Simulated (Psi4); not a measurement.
**InHF (SMILES [F][InH]): UPBE0/def2-TZVPP (core potential)**

What is the energy change on altering one bond length of InHF at UPBE0/def2-TZVPP (core potential)? 

Program for the calculation: Psi4 1.11.

1 further run of the same task is left out (set aside as unsound or not needed).

## 1. The structure to begin with

InHF has 3 atoms, charge 0, and is taken as a doublet. SMILES: `[F][InH]`. The shape is that of a PBE0-D4/def2-TZVP optimisation.

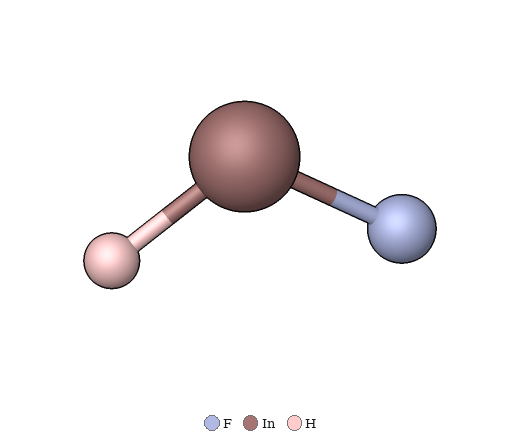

The structure, seen from a chosen angle (fluorine light blue, indium brown, hydrogen pink).

## 2. The energy at UPBE0/def2-TZVPP (core potential)

calc.py reads:

```python
import psi4

psi4.set_memory(1600000000)
psi4.set_num_threads(1)
psi4.set_output_file('output.dat', False)

geom = psi4.geometry("""
0 2
F      1.088400     0.989500     0.694300
In    -0.522500     0.355100    -0.244800
H     -0.576900    -1.409400    -0.462800
symmetry c1
no_reorient
no_com
""")

psi4.set_options({
    'basis': 'def2-TZVPP',
    'reference': 'uks',
    'puream': True,
    'e_convergence': 1e-09,
    'd_convergence': 1e-08,
    'scf_type': 'pk',
    'dft_radial_points': 99,
    'dft_spherical_points': 590,
    'maxiter': 200,
})

energy_value, wavefunction = psi4.energy("pbe0", return_wfn=True)
psi4.oeprop(wavefunction, "MULLIKEN_CHARGES", "MAYER_INDICES", "WIBERG_LOWDIN_INDICES")
print('E =', round(energy_value, 9))
for k, v in sorted(psi4.core.scalar_variables().items()):
    print(f'{k:45s} {v:18.10f}')
```

Command:

```bash
python calc.py
```

output.dat:

```text
[...]
    !!!  WARNING: ECP capability is in beta. Please check occupations closely.  !!!
[...]
  Running in c1 symmetry.
[...]
  Nuclear repulsion =   58.542473673905178
[...]
  Multiplicity = 2
[...]
  Nalpha       = 16
  Nbeta        = 15
[...]
    Number of basis functions: 95
[...]
   @UKS iter   1:  -290.34134783577207   -9.50121e-01   7.36220e-03 ADIIS/DIIS
[...]
   @UKS iter  13:  -290.52009532206984   -1.76783e-11   7.36277e-09 DIIS
[...]
   @S^2 Observed:                7.574626867E-01
[...]
    Orbital Energies [Eh]
    ---------------------
    Alpha Occupied:
       1A    -24.687269     2A     -4.729957     3A     -3.129598
       4A     -3.122650     5A     -3.118538     6A     -1.119197
       7A     -0.801237     8A     -0.797581     9A     -0.794788
      10A     -0.792575    11A     -0.787504    12A     -0.449941
      13A     -0.378270    14A     -0.366387    15A     -0.357625
      16A     -0.236712
    Alpha Virtual:
      17A     -0.072892    18A     -0.009834    19A      0.038593
      20A      0.075261    21A      0.080135    22A      0.103362
      23A      0.149753    24A      0.153667    25A      0.172936
[...]
  @UKS Final Energy:  -290.52009532206984
   => Energetics <=
    Nuclear Repulsion Energy =             58.5424736739051781
    One-Electron Energy =                -592.3939794097161666
    Two-Electron Energy =                 264.2534142065890137
    DFT Exchange-Correlation Energy =     -20.9220037928478639
    Empirical Dispersion Energy =           0.0000000000000000
    VV10 Nonlocal Energy =                  0.0000000000000000
    Total Energy =                       -290.5200953220698352
[...]
 Multipole Moments:
 ------------------------------------------------------------------------------------
     Multipole            Electronic (a.u.)      Nuclear  (a.u.)        Total (a.u.)
 ------------------------------------------------------------------------------------
 L = 1.  Multiply by 2.5417464519 to convert [e a0] to [Debye]
 Dipole X            :          2.3175026           -3.3142017           -0.9966991
 Dipole Y            :        -28.4968561           28.2574527           -0.2394034
 Dipole Z            :         -1.7837404            1.2190623           -0.5646780
 Magnitude           :                                                    1.1702924
[...]
  Mulliken Charges: (a.u.)
   Center  Symbol    Alpha    Beta     Spin     Total
       1     F     4.77571  4.72515  0.05056 -0.50087
       2    IN    10.50293  9.88542  0.61751  0.61165
       3     H     0.72136  0.38943  0.33193 -0.11078
   Total alpha = 16.00000, Total beta = 15.00000, Total charge =  0.00000
  Mayer Bond Indices:
  Total Bond Index:
  Irrep: 1 Size: 3 x 3
[...]
```

Standard output:

```text
E = -290.520095322
CURRENT ENERGY                                   -290.5200953221
CURRENT REFERENCE ENERGY                         -290.5200953221
DD SOLVATION ENERGY                                 0.0000000000
DFT FUNCTIONAL TOTAL ENERGY                      -290.5200953221
DFT TOTAL ENERGY                                 -290.5200953221
DFT VV10 ENERGY                                     0.0000000000
DFT XC ENERGY                                     -20.9220037928
GRID ELECTRONS ALPHA                               16.0000000190
GRID ELECTRONS BETA                                15.0000000284
GRID ELECTRONS TOTAL                               31.0000000474
NUCLEAR REPULSION ENERGY                           58.5424736739
ONE-ELECTRON ENERGY                              -592.3939794097
PCM POLARIZATION ENERGY                             0.0000000000
PE ENERGY                                           0.0000000000
SCF ITERATION ENERGY                             -290.5200953221
SCF ITERATIONS                                     13.0000000000
SCF TOTAL ENERGY                                 -290.5200953221
TWO-ELECTRON ENERGY                               264.2534142066
XC GRID RADIAL POINTS                              99.0000000000
XC GRID SPHERICAL POINTS                          590.0000000000
XC GRID TOTAL POINTS                           168786.0000000000
```

It took 14 s on 1 thread of Intel Xeon at 2.60GHz (Ice Lake), shared host; peak memory 0.73 GiB.

## 3. The distorted shape: energy and forces at UPBE0/def2-TZVPP (core potential)

input.json reads:

```json
{
  "schema_name": "qcschema_input",
  "schema_version": 1,
  "molecule": {
    "schema_name": "qcschema_molecule",
    "schema_version": 2,
    "symbols": ["F", "In", "H"],
    "geometry": [4.49210388, 2.8289578, 2.7317484, -0.9873819, 0.67104175, -0.46260496, -1.090183, -2.66338, -0.87456525],
    "molecular_charge": 0,
    "molecular_multiplicity": 2,
    "fix_symmetry": "c1"
  },
  "driver": "gradient",
  "model": {
    "method": "pbe0",
    "basis": "def2-TZVPP"
  },
  "keywords": {
    "reference": "uks",
    "puream": true,
    "e_convergence": 1e-09,
    "d_convergence": 1e-08,
    "scf_type": "pk",
    "dft_radial_points": 99,
    "dft_spherical_points": 590,
    "maxiter": 200
  }
}
```

Command:

```bash
psi4 --qcschema input.json -n 1 --memory 1600MB
```

stdout:

```text
[...]
    !!!  WARNING: ECP capability is in beta. Please check occupations closely.  !!!
[...]
  Running in c1 symmetry.
[...]
  Nuclear repulsion =   35.501823120935057
[...]
  Multiplicity = 2
[...]
  Nalpha       = 16
  Nbeta        = 15
[...]
    Number of basis functions: 95
[...]
   @UKS iter   1:  -290.15888931612574   -9.47230e-01   8.05133e-03 ADIIS/DIIS
[...]
   @UKS iter  29:  -290.41226244853260   -6.53699e-12   4.27060e-09 DIIS
[...]
   @S^2 Observed:                7.758245835E-01
[...]
    Orbital Energies [Eh]
    ---------------------
    Alpha Occupied:
       1A    -24.693304     2A     -4.757608     3A     -3.154356
       4A     -3.153358     5A     -3.144174     6A     -1.098987
       7A     -0.824726     8A     -0.824693     9A     -0.819267
      10A     -0.816783    11A     -0.815725    12A     -0.434225
      13A     -0.400790    14A     -0.342884    15A     -0.342713
      16A     -0.266450
    Alpha Virtual:
      17A     -0.097331    18A     -0.087789    19A      0.026252
      20A      0.067442    21A      0.073645    22A      0.077422
      23A      0.130186    24A      0.139170    25A      0.145633
[...]
  @UKS Final Energy:  -290.41226244853260
   => Energetics <=
    Nuclear Repulsion Energy =             35.5018231209350574
    One-Electron Energy =                -545.9552084147618416
    Two-Electron Energy =                 240.8741940446573437
    DFT Exchange-Correlation Energy =     -20.8330711993631326
    Empirical Dispersion Energy =           0.0000000000000000
    VV10 Nonlocal Energy =                  0.0000000000000000
    Total Energy =                       -290.4122624485325446
[...]
 Multipole Moments:
 ------------------------------------------------------------------------------------
     Multipole            Electronic (a.u.)      Nuclear  (a.u.)        Total (a.u.)
 ------------------------------------------------------------------------------------
 L = 1.  Multiply by 2.5417464519 to convert [e a0] to [Debye]
 Dipole X            :        -31.4014065           29.1596692           -2.2417373
 Dipole Y            :         -8.1090964            7.4714147           -0.6376817
 Dipole Z            :         -0.0000024            0.0000000           -0.0000024
 Magnitude           :                                                    2.3306703
[...]
  -Total Gradient:
     Atom            X                  Y                   Z
    ------   -----------------  -----------------  -----------------
       1        0.013545023782     0.004207548821     0.000000044099
       2       -0.014990869757    -0.011706276117    -0.000000067689
       3        0.001444648809     0.007498982722     0.000000023619
[...]
```

The result, in JSON:

```text
{
 "driver": "gradient",
 "model": {
  "method": "pbe0",
  "basis": "def2-TZVPP"
 },
 "success": true,
 "return_result": [0.013545023781610356, 0.004207548821153083, 4.409870692245703e-08, -0.014990869757346433, -0.011706276116628347, -6.76891629772239e-08, 0.0014446488092253185, 0.007498982722089043, 2.3618520777941e-08],
 "properties": {
  "calcinfo_nbasis": 95,
  "calcinfo_nmo": 95,
  "calcinfo_nalpha": 16,
  "calcinfo_nbeta": 15,
  "calcinfo_natom": 3,
  "nuclear_repulsion_energy": 35.50182312093506,
  "return_energy": -290.4122624485326,
  "return_gradient": [0.013545023781610356, 0.004207548821153083, 4.409870692245703e-08, -0.014990869757346433, -0.011706276116628347, -6.76891629772239e-08, 0.0014446488092253185, 0.007498982722089043, 2.3618520777941e-08],
  "scf_one_electron_energy": -545.9552084147618,
  "scf_two_electron_energy": 240.87419404465734,
  "scf_xc_energy": -20.833071199363133,
  "scf_dipole_moment": [-2.2417373164746053, -0.6376816832760124, -2.3810846139079502e-06],
  "scf_total_energy": -290.4122624485326,
  "scf_total_gradient": [0.013545023781610356, 0.004207548821153083, 4.409870692245703e-08, -0.014990869757346433, -0.011706276116628347, -6.76891629772239e-08, 0.0014446488092253185, 0.007498982722089043, 2.3618520777941e-08],
  "scf_iterations": 29
 }
}
```

Wall time 27 s (1 thread of Intel Xeon at 2.60GHz (Ice Lake), shared host); peak memory 0.68 GiB.

## 4. What came out

At UPBE0/def2-TZVPP (core potential):

| quantity | value |
| --- | --- |
| first shape: total energy | -290.52010 Eh |
| first shape: dipole moment | 2.97 D |
| first shape: HOMO energy (highest over α and β) | -6.44 eV |
| first shape: LUMO energy (lowest over α and β) | -3.40 eV |
| first shape: ⟨S²⟩ | 0.757 |
| distorted shape: total energy | -290.41226 Eh |
| distorted shape: dipole moment | 5.92 D |
| distorted shape: HOMO energy (highest over α and β) | -6.55 eV |
| distorted shape: LUMO energy (lowest over α and β) | -4.95 eV |
| distorted shape: ⟨S²⟩ | 0.776 |
| distorted shape: largest force on an atom | 0.978 eV/Å |
| energy change with the F1–In2 bond stretched from 1.970 to 3.545 Å | 2.934 eV |

With the F1–In2 bond stretched from 1.970 to 3.545 Å the energy rises by 2.93 eV (283 kJ/mol).
